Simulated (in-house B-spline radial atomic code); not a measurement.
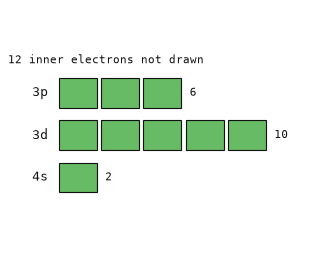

The outer shells as the input fills them: a box for each of the 2l + 1 orbitals, shaded by the share of the shell that is filled, with the electron count at the right.

RPA and GW calculation, with input and output: Zn

Zn, configuration [Ar] 3d10 4s2. Computed at this level: RPA, second-order and SOSEX correlation energies and G0W0 (contour deformation) on a scalar-relativistic (spin-free one-electron X2C) mean field, all electrons, B-spline basis (in-house B-spline radial atomic code).

## Results in brief

- outcome: converged
- mean-field total energy: −1794.29745 hartree
- total energy with exact exchange alone: −1794.29745 hartree
- exact exchange energy: −70.45154 hartree
- RPA correlation, extrapolated in the angular momentum of the empty orbitals: −2.29538 hartree
- RPA correlation, as summed: −2.27013 hartree
- direct second-order term: −2.88024 hartree
- second-order exchange term: 0.82155 hartree
- SOSEX term: 0.71422 hartree
- hardware: 1 thread of Arm Neoverse N1, 98 GiB of memory available, shared host
- wall time: 25 s

## Notes

Caveats: spin-orbit coupling, Breit and QED terms are absent.

## Input file
```
Z = 30
electrons = 30.0
configuration = [Ar] 3d10 4s2
hamiltonian = x2c
method = kli
lmax = 9
rms_radius = 3.9283
spin_polarised = False
box_radius = 40.0
intervals = 109
ion_configuration = [Ar] 3d10 4s1
```

Launched within a batch (the task file carries these settings):
```bash
python <driver script> task.json out
```

The program writes its results to a structured record and prints no log; tables and figures of this report are taken from that record.

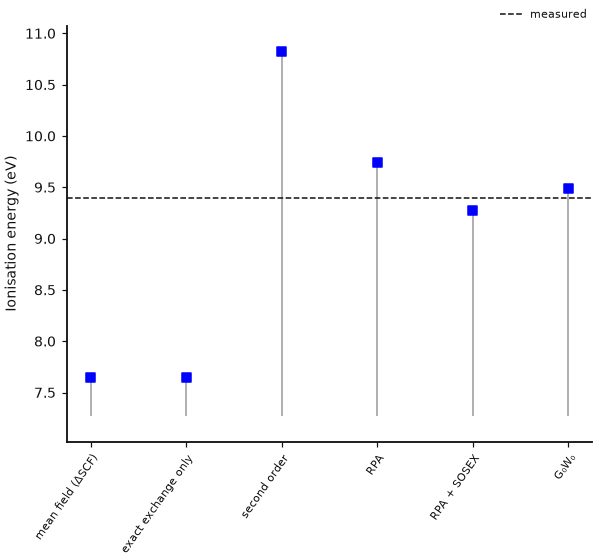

Ionisation energy of Zn ([Ar] 3d¹⁰ 4s² → [Ar] 3d¹⁰ 4s). All-electron spherical atom, scalar X2C, exchange-only KLI start, no spin-orbit coupling, Breit or QED terms; computed with a B-spline radial code. Differences of total energies, each species on its own start, beside the G₀W₀ level.

```
             Method  Ionisation energy (eV)
  mean field (ΔSCF)                    7.65
exact exchange only                    7.65
       second order                   10.83
                RPA                    9.74
        RPA + SOSEX                    9.27
               G₀W₀                    9.49
```

The values run from 7.65 eV (mean field (ΔSCF) and exact exchange only) to 10.83 eV (second order). The measured value is 9.39 eV; nearest to it come G₀W₀ (+0.10) and RPA + SOSEX (−0.12), furthest exact exchange only (−1.74 eV).

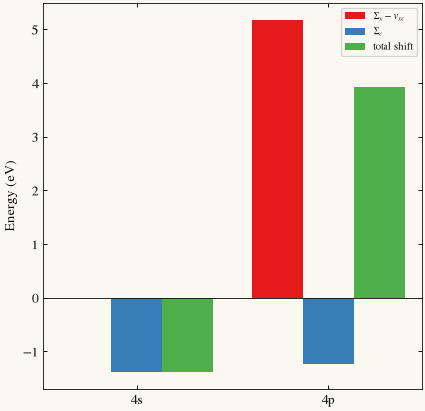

Parts of the G₀W₀ correction to each level for neutral zinc ([Ar] 3d¹⁰ 4s²). The quasi-particle equation is solved at full frequency; levels of low quasi-particle weight Z are left out. Σ columns are in eV, and Σc holds an estimate for the angular momenta beyond the basis. G₀W₀ moves the highest occupied level, 4s, from −8.11 to −9.49 eV (renormalisation factor Z = 0.86); the measured removal energy is 9.39 eV, so the error is +0.10 eV. The empty level 4p goes from −3.65 to 0.28 eV.

```tsv
Level	Mean field (eV)	Σx − vxc (eV)	Σc (eV)	Z	G₀W₀ (eV)
4s	−8.11	0.00	−1.38	0.86	−9.49
4p	−3.65	5.17	−1.24	0.83	0.28
```
